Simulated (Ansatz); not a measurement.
**C2H8AlB: up Jacob's ladder to CCSD(T)**

How much do the methods differ for C2H8AlB? The plan is to run it at one geometry with functionals of several rungs and with coupled cluster. The yardstick is the atomisation energy at the CCSD(T) limit.

Computed with Ansatz 0.2.0, Gaussian basis. Level: functionals in def2-TZVPP, the program's frozen cores in correlated methods.

Levels to be run: LDA (SPW92), PBE-D4, revPBE-D4, BLYP-D4, r2SCAN-D4, B97M-V, PBE0-D4, B3LYP-D4, r2SCANh-D4, r2SCAN0-D4, HSE06-D4, BHLYP-D4, CAM-B3LYP-D4, LC-ωPBE, ωB97X-V, ωB97M-V, B2PLYP, PBE-QIDH; CCSD(T)/def2-SVP; CCSD(T)/def2-TZVPP; MP2/def2-QZVPP; extrapolation to the limit; RPA on PBE.

## 1. The relaxed structure

All runs share one geometry, relaxed beforehand with PBE0-D4 in a triple-zeta def2 set.

12 atoms, charge 0, spin multiplicity 1.

Atoms are counted from 1 here; the program's logs count them from 0.

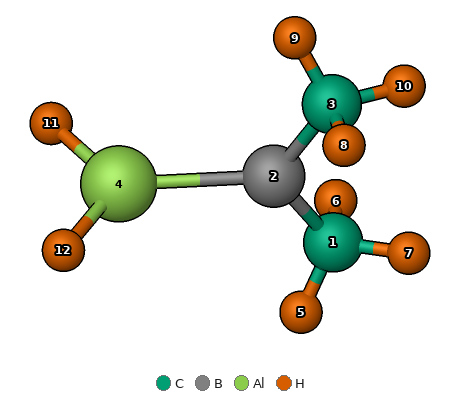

The structure; carbon teal, boron grey, aluminium green, hydrogen orange; atoms are numbered from 1 in the order of the file.

## 2. LDA

This LDA is Slater exchange with PW92 correlation.

in.yaml

```yaml
crystal:
  periodic: [false, false, false]
  atoms:
    - {symbol: C, position_ang: [0.094320, 1.395250, -0.728701]}
    - {symbol: B, position_ang: [0.022795, 0.015752, 0.012539]}
    - {symbol: C, position_ang: [0.897836, -0.160291, 1.301234]}
    - {symbol: Al, position_ang: [-1.224930, -1.569082, -0.709760]}
    - {symbol: H, position_ang: [-0.095685, 1.386460, -1.804228]}
    - {symbol: H, position_ang: [-0.730458, 1.979071, -0.285544]}
    - {symbol: H, position_ang: [1.008444, 1.963673, -0.525361]}
    - {symbol: H, position_ang: [1.840232, -0.594722, 0.926209]}
    - {symbol: H, position_ang: [0.529678, -0.860656, 2.054147]}
    - {symbol: H, position_ang: [1.173097, 0.783033, 1.785436]}
    - {symbol: H, position_ang: [-2.770890, -1.678347, -0.317298]}
    - {symbol: H, position_ang: [-0.667538, -2.715343, -1.674773]}
basis:
  gaussian: {orbitals: def2-TZVPP}
hamiltonian: {xc: lda}
output: {orbitals: {seedname: orbitals}}
```

Launch:

```
> ansatz run in.yaml --threads 2 --pin off --events-out ev --progress --plain --max-ram 4352MiB
```

Further steps of the session: PBE-D4 (GGA); revPBE-D4 (GGA); BLYP-D4 (GGA); r2SCAN-D4 (meta-GGA); B97M-V (meta-GGA); B3LYP-D4 (hybrid); r2SCANh-D4 (hybrid); r2SCAN0-D4 (hybrid); HSE06-D4 (hybrid); BHLYP-D4 (hybrid); CAM-B3LYP-D4 (range-separated); LC-ωPBE (range-separated); ωB97X-V (range-separated); ωB97M-V (range-separated); B2PLYP (double hybrid); PBE-QIDH (double hybrid); CCSD(T) in def2-SVP; CCSD(T) in def2-TZVPP; MP2 in def2-QZVPP; RPA on PBE orbitals.

Q: Predict the results of all the runs planned. Wanted: atomisation energy, CCSD(T)/CBS; farthest beyond LDA; mean size of error, GGA; mean size of error, meta-GGA; mean size of error, hybrid; mean size of error, range-separated; mean size of error, double hybrid; gap, smallest and largest; T1 diagnostic.

**Answer**, as computed:

| quantity | value |
| --- | --- |
| atomisation energy, CCSD(T)/CBS | 985.6 kcal/mol |
| functionals within 4.9 kcal/mol (0.5 %) | BLYP-D4, PBE0-D4, B3LYP-D4, r2SCANh-D4, r2SCAN0-D4, LC-ωPBE, PBE-QIDH |
| farthest beyond LDA | B97M-V (+13.7 kcal/mol) |
| mean size of error, GGA | 7.4 kcal/mol |
| mean size of error, meta-GGA | 10.5 kcal/mol |
| mean size of error, hybrid | 5.0 kcal/mol |
| mean size of error, range-separated | 5.0 kcal/mol |
| mean size of error, double hybrid | 4.0 kcal/mol |
| gap, smallest and largest | 3.27 eV (LDA (SPW92)), 9.97 eV (LC-ωPBE) |
| T1 diagnostic | 0.0106 |
| triples share of the correlation energy | 3.5 % |

In words: LDA overbinds by 117.4 kcal/mol (12 %). PBE-D4 is off by +10.9 kcal/mol. Double hybrids carry the basis error of their MP2 part in triple zeta, and no dispersion term here, so their miss is partly the set-up's. Taken by rung, double hybrid functionals do best (4.0 kcal/mol on average) and meta-GGA ones worst beyond LDA (10.5 kcal/mol). The gap between the best rungs is small, so their order is not settled. The reference freezes the cores and leaves out relativity and excitations past (T), so misses under about 4.9 kcal/mol can't be ranked. Hartree-Fock recovers 78 % of the binding; the rest is correlation. CCSD(T) in def2-SVP is off by -38.2 kcal/mol, which most functionals beat. The gap grows from 3.3 to 10.0 eV across the functionals, mostly with the share of exact exchange.
